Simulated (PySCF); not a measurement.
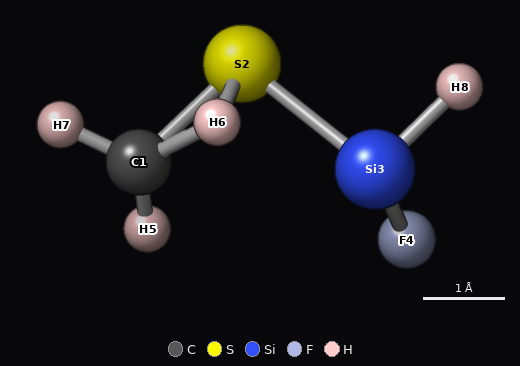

Figure 1. The input geometry (ball-and-stick view, seen at a tilt; atoms are numbered from 1 in the order of the input). Bond lengths as drawn: C–H 1.09 to 1.31 Å, C–S 1.81 Å, F–Si 1.69 Å, H–S 1.31 Å, H–Si 1.48 Å and S–Si 2.25 Å.

## CH4FSSi (charge −1): saddle-point search (part 1 of 4)

CH4FSSi, charge −1, computed with HF/STO-3G, RHF (PySCF 2.14.0).

Figures and captions count atoms from 1; the log counts them from 0 in places.

### Input file (run.py)
```python
from pyscf import gto
from pyscf.geomopt.geometric_solver import kernel as optimise

mol = gto.Mole()
mol.atom = '''
C        0.738930       1.048240      -0.427030
S        0.557010       0.058970       1.074930
Si      -1.347520      -0.916940       0.382800
F       -0.742220      -2.239010      -0.487340
H        0.991060       0.395080      -1.263630
H       -0.251085       0.841483       0.404666
H        1.541430       1.772110      -0.278520
H       -1.538990      -1.679330       1.642320
'''
mol.max_memory = 1860
mol.verbose = 3
mol.basis = 'sto-3g'
mol.charge = -1
mol.build()

mf = mol.RHF()
mf = mf.density_fit(auxbasis='aug-cc-pvtz-jkfit')
converged, mol_eq = optimise(mf, maxsteps=60, transition=True, hessian=True)
print('converged:', converged)
print(mol_eq.tostring())

mf.reset(mol_eq)
mol = mol_eq
mf.kernel()
etot = mf.e_tot
print('E = %.10f Eh' % etot)
```

Run as:
```bash
OMP_NUM_THREADS=1 python run.py
```

### The program's output
```
converged SCF energy = -816.189432473423

#|     Arguments passed to driver run_optimizer():      |#
customengine              <pyscf.geomopt.geometric_solver.PySCFEngine object>
maxiter                   60
transition                True
----------------------------------------------------------
 Transition state optimization requested.
Custom engine selected.
Requested bond order-based connectivity but it is not available in the current engine
Bonds will be generated from interatomic distances less than 1.20 times sum of covalent radii
24 internal coordinates being used (instead of 24 Cartesians)
Internal coordinate system (atoms numbered from 1):
Distance 1-2
Distance 1-5
Distance 1-7
Distance 2-3
Distance 2-6
Distance 3-4
Distance 3-8
Angle 2-1-5
Angle 2-1-7
Angle 5-1-7
Angle 1-2-3
Angle 1-2-6
Angle 3-2-6
Angle 2-3-4
Angle 2-3-8
Angle 4-3-8
Dihedral 5-1-2-3
Dihedral 5-1-2-6
Dihedral 7-1-2-3
Dihedral 7-1-2-6
Dihedral 1-2-3-4
Dihedral 1-2-3-8
Dihedral 6-2-3-4
Dihedral 6-2-3-8
Translation-X 1-8
Translation-Y 1-8
Translation-Z 1-8
Rotation-A 1-8
Rotation-B 1-8
Rotation-C 1-8
<class 'geometric.internal.Distance'> : 7
<class 'geometric.internal.Angle'> : 9
<class 'geometric.internal.Dihedral'> : 8
<class 'geometric.internal.TranslationX'> : 1
<class 'geometric.internal.TranslationY'> : 1
<class 'geometric.internal.TranslationZ'> : 1
<class 'geometric.internal.RotationA'> : 1
<class 'geometric.internal.RotationB'> : 1
<class 'geometric.internal.RotationC'> : 1
> ===== Optimization Info: ====
> Job type: Transition state optimization
> Maximum number of optimization cycles: 60
> Initial / maximum trust radius (Angstrom): 0.010 / 0.030
> Convergence Criteria:
> Will converge when all 5 criteria are reached:
>  |Delta-E| < 1.00e-06
>  RMS-Grad  < 3.00e-04
>  Max-Grad  < 4.50e-04
>  RMS-Disp  < 1.20e-03
>  Max-Disp  < 1.80e-03
> === End Optimization Info ===

Geometry optimization cycle 1
Cartesian coordinates (Angstrom)
 Atom        New coordinates             dX        dY        dZ
   C   0.738930   1.048240  -0.427030    0.000000  0.000000  0.000000
   S   0.557010   0.058970   1.074930    0.000000  0.000000  0.000000
  Si  -1.347520  -0.916940   0.382800    0.000000  0.000000  0.000000
   F  -0.742220  -2.239010  -0.487340    0.000000  0.000000  0.000000
   H   0.991060   0.395080  -1.263630   -0.000000  0.000000  0.000000
   H  -0.251085   0.841483   0.404666    0.000000  0.000000  0.000000
   H   1.541430   1.772110  -0.278520    0.000000  0.000000  0.000000
   H  -1.538990  -1.679330   1.642320    0.000000  0.000000  0.000000

WARN: Mole.unit (angstrom) is changed to Bohr

converged SCF energy = -816.189432473424
--------------- DFRHF_Scanner gradients ---------------
         x                y                z
0 C     0.0028301227    -0.0244377137     0.0386329380
1 S    -0.0681826370     0.1126243818    -0.1045342816
2 Si     0.0239978797     0.0384391323     0.0083920165
3 F    -0.0003759532    -0.0149802053    -0.0140910587
4 H     0.0041813815    -0.0026632790    -0.0058880909
5 H     0.0336532117    -0.1087452785     0.0799805626
6 H     0.0101773906     0.0023736138    -0.0056275309
7 H    -0.0062813959    -0.0026106514     0.0031354450
----------------------------------------------
cycle 1: E = -816.189432473  dE = -816.189  norm(grad) = 0.229165
>> Using Hessian data provided via params...
>> Initial Cartesian Hessian Eigenvalues
Hessian Eigenvalues:  -2.224e-01 -4.574e-02 -1.582e-02 -9.764e-04 -4.541e-09 -1.625e-09  1.730e-09
 3.335e-03  4.854e-03  1.391e-02  3.942e-02  4.331e-02    .....    6.452e-01  1.086e+00  1.137e+00

== Summary of harmonic free energy analysis ==
Note: Rotational symmetry is set to 1 regardless of true symmetry
2 Imaginary Frequencies (cm^-1): 2011.653i 584.051i
Note: Free energy does not include contribution from imaginary mode(s)

Free energy contributions calculated at @ 300.00 K:
Zero-point vibrational energy:                                   32.8779 kcal/mol
H   (Trans + Rot + Vib = Tot):   1.4904 +   0.8942 +   1.4223 =   3.8069 kcal/mol
S   (Trans + Rot + Vib = Tot):  39.6281 +  26.2181 +   9.4903 =  75.3365 cal/mol/K
TS  (Trans + Rot + Vib = Tot):  11.8884 +   7.8654 +   2.8471 =  22.6009 kcal/mol

Ground State Electronic Energy    : E0                        =  -816.18943247 au (   -512166.6015 kcal/mol)
Free Energy Correction (Harmonic) : ZPVE + [H-TS]_T,R,V       =     0.02244414 au (        14.0839 kcal/mol)
Gibbs Free Energy (Harmonic)      : E0 + ZPVE + [H-TS]_T,R,V  =  -816.16698833 au (   -512152.5176 kcal/mol)

Step    0 : Gradient = 8.102e-02/1.681e-01 (rms/max) Energy = -816.1894324734
Hessian Eigenvalues:  -3.228e-01 -4.262e-08 -3.853e-08  1.407e-09  1.044e-08  1.496e-08  2.952e-08
 2.129e-03  1.609e-02  5.520e-02  8.693e-02  1.337e-01    .....    4.309e-01  4.436e-01  5.858e-01

Geometry optimization cycle 2
Cartesian coordinates (Angstrom)
 Atom        New coordinates             dX        dY        dZ
   C   0.742974   1.054961  -0.435474    0.004044  0.006721 -0.008444
   S   0.550578   0.060714   1.072182   -0.006432  0.001744 -0.002748
  Si  -1.356096  -0.923689   0.384409   -0.008576 -0.006749  0.001609
   F  -0.743297  -2.239741  -0.485511   -0.001077 -0.000731  0.001829
   H   0.998036   0.396955  -1.267441    0.006976  0.001875 -0.003811
   H  -0.261127   0.848660   0.412875   -0.010042  0.007177  0.008209
   H   1.552531   1.768964  -0.278030    0.011101 -0.003146  0.000490
   H  -1.534984  -1.686221   1.645186    0.004006 -0.006891  0.002866
converged SCF energy = -816.190087251537
--------------- DFRHF_Scanner gradients ---------------
         x                y                z
0 C     0.0044422182    -0.0239073615     0.0374981416
1 S    -0.0629739420     0.1060242291    -0.0967188317
2 Si     0.0226797312     0.0372806031     0.0084083131
3 F    -0.0003397603    -0.0141445209    -0.0134260794
4 H     0.0033295918    -0.0021567419    -0.0057851026
5 H     0.0299148331    -0.1031489190     0.0726952738
6 H     0.0089732064     0.0026388830    -0.0056289582
7 H    -0.0060258785    -0.0025861718     0.0029572434
----------------------------------------------
cycle 2: E = -816.190087252  dE = -0.000654778  norm(grad) = 0.214368
Step    1 : Displace = 1.002e-02/1.482e-02 (rms/max) Trust = 1.000e-02 (=) Grad = 7.579e-02/1.567e-01 (rms/max) E (change) = -816.1900872515 (-6.548e-04) Quality = 0.991
Hessian Eigenvalues:  -3.407e-01 -4.263e-08 -3.952e-08  1.154e-09  8.087e-09  1.479e-08  2.951e-08
 2.131e-03  1.617e-02  5.541e-02  8.798e-02  1.336e-01    .....    4.309e-01  4.436e-01  5.729e-01

Geometry optimization cycle 3
Cartesian coordinates (Angstrom)
 Atom        New coordinates             dX        dY        dZ
   C   0.748748   1.064537  -0.447404    0.005774  0.009576 -0.011929
   S   0.541318   0.063137   1.068032   -0.009259  0.002423 -0.004150
  Si  -1.368280  -0.933443   0.386676   -0.012184 -0.009754  0.002266
   F  -0.744835  -2.240957  -0.482849   -0.001537 -0.001216  0.002662
   H   1.007735   0.399652  -1.272791    0.009699  0.002698 -0.005350
   H  -0.274917   0.859227   0.424306   -0.013790  0.010567  0.011431
   H   1.568043   1.764298  -0.277007    0.015512 -0.004667  0.001023
   H  -1.529198  -1.695848   1.649233    0.005786 -0.009627  0.004047
converged SCF energy = -816.191183755847
--------------- DFRHF_Scanner gradients ---------------
         x                y                z
0 C     0.0059091259    -0.0233524907     0.0365615927
1 S    -0.0555982292     0.0967068799    -0.0859529138
2 Si     0.0208306740     0.0356655151     0.0083668742
3 F    -0.0002921496    -0.0129608653    -0.0124787751
4 H     0.0020535899    -0.0014434859    -0.0056360909
5 H     0.0255021023    -0.0951539462     0.0620260757
6 H     0.0072417282     0.0030599438    -0.0055912621
7 H    -0.0056468415    -0.0025215506     0.0027044994
----------------------------------------------
cycle 3: E = -816.191183756  dE = -0.0010965  norm(grad) = 0.193847
Step    2 : Displace = 1.416e-02/2.080e-02 (rms/max) Trust = 1.414e-02 (+) Grad = 6.854e-02/1.408e-01 (rms/max) E (change) = -816.1911837558 (-1.097e-03) Quality = 0.972
Hessian Eigenvalues:  -3.786e-01 -4.263e-08 -4.070e-08  6.785e-10  5.772e-09  1.477e-08  2.949e-08
 2.137e-03  1.635e-02  5.576e-02  9.016e-02  1.334e-01    .....    4.306e-01  4.436e-01  5.452e-01

Geometry optimization cycle 4
Cartesian coordinates (Angstrom)
 Atom        New coordinates             dX        dY        dZ
   C   0.757324   1.078152  -0.463998    0.008576  0.013615 -0.016594
   S   0.527971   0.066175   1.061506   -0.013348  0.003038 -0.006526
  Si  -1.385548  -0.947736   0.390089   -0.017267 -0.014292  0.003413
   F  -0.747304  -2.243313  -0.478830   -0.002469 -0.002356  0.004018
   H   1.021289   0.403965  -1.280465    0.013554  0.004313 -0.007674
   H  -0.293855   0.875171   0.439549   -0.018939  0.015944  0.015243
   H   1.589637   1.757513  -0.274795    0.021594 -0.006785  0.002212
   H  -1.520898  -1.709325   1.655141    0.008299 -0.013478  0.005908
converged SCF energy = -816.193256911311
--------------- DFRHF_Scanner gradients ---------------
         x                y                z
0 C     0.0068992116    -0.0227699005     0.0360400968
1 S    -0.0451699877     0.0835364922    -0.0713258428
2 Si     0.0182571352     0.0334112984     0.0081887582
3 F    -0.0002336656    -0.0113108197    -0.0111424021
4 H     0.0001843602    -0.0004570013    -0.0054342411
5 H     0.0203318878    -0.0837510964     0.0467982199
6 H     0.0048222017     0.0037265882    -0.0054761984
7 H    -0.0050911431    -0.0023855608     0.0023516095
----------------------------------------------
cycle 4: E = -816.193256911  dE = -0.00207316  norm(grad) = 0.165806
Step    3 : Displace = 2.005e-02/2.907e-02 (rms/max) Trust = 2.000e-02 (+) Grad = 5.862e-02/1.188e-01 (rms/max) E (change) = -816.1932569113 (-2.073e-03) Quality = 0.968
Hessian Eigenvalues:  -4.174e-01 -4.264e-08 -4.086e-08  5.928e-10  5.504e-09  1.477e-08  2.949e-08
 2.145e-03  1.652e-02  5.596e-02  9.234e-02  1.333e-01    .....    4.301e-01  4.436e-01  5.123e-01

Geometry optimization cycle 5
Cartesian coordinates (Angstrom)
 Atom        New coordinates             dX        dY        dZ
   C   0.769785   1.097564  -0.486668    0.012461  0.019412 -0.022670
   S   0.508522   0.069546   1.051134   -0.019449  0.003370 -0.010371
  Si  -1.409949  -0.969140   0.395092   -0.024401 -0.021404  0.005003
   F  -0.750849  -2.248095  -0.472517   -0.003545 -0.004782  0.006313
   H   1.039190   0.410957  -1.291393    0.017901  0.006992 -0.010928
   H  -0.318508   0.901119   0.458928   -0.024652  0.025948  0.019379
   H   1.619514   1.746860  -0.270018    0.029877 -0.010653  0.004777
   H  -1.509090  -1.728209   1.663638    0.011808 -0.018884  0.008497
converged SCF energy = -816.197404643756
--------------- DFRHF_Scanner gradients ---------------
         x                y                z
0 C     0.0069663285    -0.0218916671     0.0356746847
1 S    -0.0306128221     0.0653415058    -0.0521444288
2 Si     0.0145267918     0.0300580450     0.0075581070
3 F    -0.0001785312    -0.0089845039    -0.0092150178
4 H    -0.0023557643     0.0008066189    -0.0050991441
5 H     0.0142492138    -0.0678894266     0.0264989007
6 H     0.0016469695     0.0046602090    -0.0051376506
7 H    -0.0042421861    -0.0021007812     0.0018645489
----------------------------------------------
cycle 5: E = -816.197404644  dE = -0.00414773  norm(grad) = 0.129177
Step    4 : Displace = 2.837e-02/4.071e-02 (rms/max) Trust = 2.828e-02 (+) Grad = 4.567e-02/8.903e-02 (rms/max) E (change) = -816.1974046438 (-4.148e-03) Quality = 0.972
Hessian Eigenvalues:  -4.428e-01 -4.264e-08 -4.086e-08  5.926e-10  5.502e-09  1.477e-08  2.949e-08
 2.156e-03  1.668e-02  5.571e-02  9.383e-02  1.331e-01    .....    4.285e-01  4.436e-01  4.786e-01

Geometry optimization cycle 6
Cartesian coordinates (Angstrom)
 Atom        New coordinates             dX        dY        dZ
   C   0.783229   1.119733  -0.509952    0.013444  0.022169 -0.023284
   S   0.485522   0.070691   1.038094   -0.023000  0.001145 -0.013041
  Si  -1.437422  -0.996026   0.400437   -0.027474 -0.026887  0.005345
   F  -0.753587  -2.256758  -0.463587   -0.002738 -0.008663  0.008931
   H   1.054692   0.420801  -1.303851    0.015503  0.009844 -0.012458
   H  -0.339605   0.940231   0.475283   -0.021097  0.039112  0.016355
   H   1.652224   1.731609  -0.261387    0.032710 -0.015251  0.008631
   H  -1.496437  -1.749678   1.673159    0.012653 -0.021468  0.009521
converged SCF energy = -816.203875043303
--------------- DFRHF_Scanner gradients ---------------
         x                y                z
0 C     0.0067791833    -0.0200951781     0.0334749020
1 S    -0.0143320651     0.0458727621    -0.0331254436
2 Si     0.0098073553     0.0253499287     0.0060279499
3 F    -0.0001954934    -0.0062406964    -0.0068453394
4 H    -0.0044795865     0.0018796163    -0.0045448747
5 H     0.0066620228    -0.0504631157     0.0081627114
6 H    -0.0010929816     0.0053546425    -0.0044684586
7 H    -0.0031484347    -0.0016579596     0.0013185530
----------------------------------------------
cycle 6: E = -816.203875043  dE = -0.0064704  norm(grad) = 0.0927597
Step    5 : Displace = 3.242e-02/4.736e-02 (rms/max) Trust = 3.000e-02 (+) Grad = 3.280e-02/5.837e-02 (rms/max) E (change) = -816.2038750433 (-6.470e-03) Quality = 0.985
Hessian Eigenvalues:  -4.439e-01 -4.264e-08 -4.088e-08  5.693e-10  5.473e-09  1.476e-08  2.949e-08
 2.158e-03  1.679e-02  5.492e-02  9.275e-02  1.325e-01    .....    4.266e-01  4.436e-01  4.656e-01

Geometry optimization cycle 7
Cartesian coordinates (Angstrom)
 Atom        New coordinates             dX        dY        dZ
   C   0.791264   1.138944  -0.525002    0.008035  0.019211 -0.015050
   S   0.464212   0.066471   1.026549   -0.021310 -0.004221 -0.011545
  Si  -1.460391  -1.023372   0.403251   -0.022968 -0.027346  0.002814
   F  -0.751797  -2.270038  -0.452341    0.001791 -0.013280  0.011245
   H   1.056848   0.432600  -1.314488    0.002155  0.011799 -0.010637
   H  -0.341201   0.992177   0.478780   -0.001596  0.051946  0.003497
   H   1.678265   1.712405  -0.249163    0.026042 -0.019205  0.012224
   H  -1.488586  -1.768582   1.680609    0.007850 -0.018905  0.007450
converged SCF energy = -816.210621389083
--------------- DFRHF_Scanner gradients ---------------
         x                y                z
0 C     0.0079421860    -0.0172931208     0.0274207514
1 S    -0.0010063808     0.0313827537    -0.0204874946
2 Si     0.0048960864     0.0194574098     0.0037218883
3 F    -0.0003343207    -0.0036756080    -0.0044896825
4 H    -0.0046235148     0.0022138976    -0.0038004966
5 H    -0.0029076128    -0.0359906715     0.0004500561
6 H    -0.0018962428     0.0051206877    -0.0036454094
7 H    -0.0020702004    -0.0012153485     0.0008303873
----------------------------------------------
cycle 7: E = -816.210621389  dE = -0.00674635  norm(grad) = 0.0660615
Step    6 : Displace = 3.061e-02/5.202e-02 (rms/max) Trust = 3.000e-02 (=) Grad = 2.336e-02/3.749e-02 (rms/max) E (change) = -816.2106213891 (-6.746e-03) Quality = 0.988
Hessian Eigenvalues:  -4.420e-01 -4.269e-08 -4.113e-08  5.651e-10  5.188e-09  1.475e-08  2.947e-08
 2.182e-03  1.700e-02  5.684e-02  8.464e-02  1.289e-01    .....    4.271e-01  4.436e-01  4.724e-01
```
